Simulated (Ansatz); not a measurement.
# BHLYP/STO-3G run of BCl (SMILES [B]Cl)

Aim: the vertical electron affinity of BCl at BHLYP/STO-3G, from 2 runs. 

Program for the calculation: Ansatz 0.2.0.

40 further runs of the same task are left out: 1 that didn't finish, 39 set aside as unsound or not needed.

## 1. The system as given

The species is BCl (2 atoms), meant as a singlet with charge 0. As SMILES, `[B]Cl`. The coordinates come from a PBE0-D4/def2-TZVP relaxation.

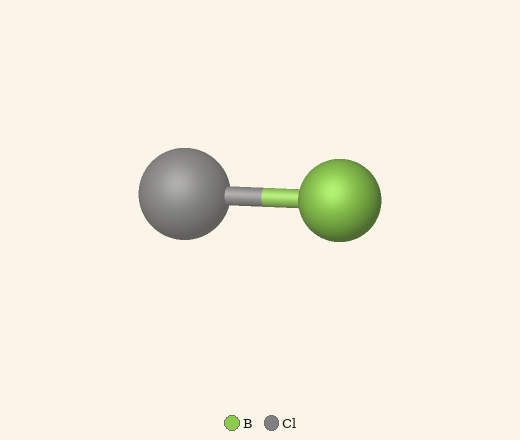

The structure, seen from a chosen angle (boron green, chlorine grey).

## 2. A single-point energy at BHLYP/STO-3G

Contents of input.yaml:

```yaml
crystal:
  periodic: [false, false, false]
  atoms:
    - {symbol: B, position_ang: [-0.000000, -0.000000, -0.069660]}
    - {symbol: Cl, position_ang: [0.000000, 0.000000, 1.648190]}
basis:
  gaussian:
    orbitals: STO-3G
hamiltonian:
  xc: {name: BHLYP}
accuracy: high
```

The run is started by

```
$ ansatz run input.yaml --threads 1 --pin off --max-ram 3480MiB --events-out events.jsonl --progress --plain --runs-dir runs
```

Standard output:

```text
Warning: RAYON_NUM_THREADS=1 ignored (pool sized by the plan → 1); use --threads N
Functional definition: BHLYP
  name "BHLYP"
  parameter a = 0.5
  exchange = (1 - a)*b88_x + a*exact_x
  correlation = lyp_c
224 factors; integrals over basis functions are off by at most 2.1e-8 eV
mean field evaluation 1: about -13050.6646 eV, gradient 1.0e1 eV
mean field evaluation 2: about -13050.9664 eV, gradient 7.8e0 eV
mean field evaluation 4: about -13051.2179 eV, gradient 1.2e-1 eV
mean field evaluation 8: about -13051.2222 eV, gradient 3.1e-4 eV
mean field -13051.22216501 eV, -479.6235681280 hartree, gradient 3.7e-8 eV, S^2 0.000000; 0 other end points of the search recorded, 0 dependent functions left out
reference -13051.22217980 eV, -479.6235686716 hartree; 11, 11 occupied and 3, 3 virtual orbitals, 224 factors
Total energy: -13051.22217980 eV, -479.6235686716 hartree
```

Wall time 0.36 s (1 thread of Intel Xeon Platinum 8488C (Sapphire Rapids), shared host).

## 3. The doublet anion at the same level

Contents of in.yaml:

```yaml
crystal:
  periodic: [false, false, false]
  atoms:
    - symbol: B
      position_ang: [-0.000000, -0.000000, -0.069660]
    - symbol: Cl
      position_ang: [0.000000, 0.000000, 1.648190]
basis:
  gaussian:
    orbitals: STO-3G
magnetization:
  spin_polarized: true
  initial_magnetization: 1
accuracy: high
hamiltonian:
  xc: {name: BHLYP}
total_charge: -1
```

The run is started by

```
$ ansatz run in.yaml --threads 1 --pin off --max-ram 3480MiB --events-out events.jsonl --progress --plain --runs-dir runs
```

Standard output:

```text
Warning: RAYON_NUM_THREADS=1 ignored (pool sized by the plan → 1); use --threads N
Functional definition: BHLYP
  name "BHLYP"
  parameter a = 0.5
  exchange = (1 - a)*b88_x + a*exact_x
  correlation = lyp_c
224 factors; integrals over basis functions are off by at most 2.1e-8 eV
mean field evaluation 1: about -13045.4390 eV, gradient 7.1e0 eV
mean field evaluation 2: about -13045.8536 eV, gradient 1.6e0 eV
mean field evaluation 4: about -13045.8799 eV, gradient 4.4e-2 eV
mean field evaluation 8: about -13045.8979 eV, gradient 3.0e-4 eV
mean field evaluation 16: about -13045.7102 eV, gradient 1.3e0 eV
mean field -13045.89785759 eV, -479.4279034393 hartree, gradient 7.7e-8 eV, S^2 0.752158; 1 other end points of the search recorded, 0 dependent functions left out
reference -13045.89787204 eV, -479.4279039702 hartree; 12, 11 occupied and 2, 3 virtual orbitals, 224 factors
Total energy: -13045.89787204 eV, -479.4279039702 hartree
```

It took 0.69 s on 1 thread of Intel Xeon Platinum 8488C (Sapphire Rapids), shared host; peak memory 0.12 GiB.

## 4. Outcome

Level: BHLYP/STO-3G.

```
                                         quantity          value
                        singlet BCl: total energy  -479.62357 Eh
                      doublet anion: total energy  -479.42790 Eh
                              doublet anion: ⟨S²⟩          0.752
vertical electron affinity (to the doublet anion)      -5.324 eV
```

In words: The anion lies 5.32 eV (514 kJ/mol) above the neutral: the electron isn't bound at this level, and such a value depends on the basis. Without diffuse functions anions come out too high. In a minimal basis such a difference can be off by several eV, whatever the method.
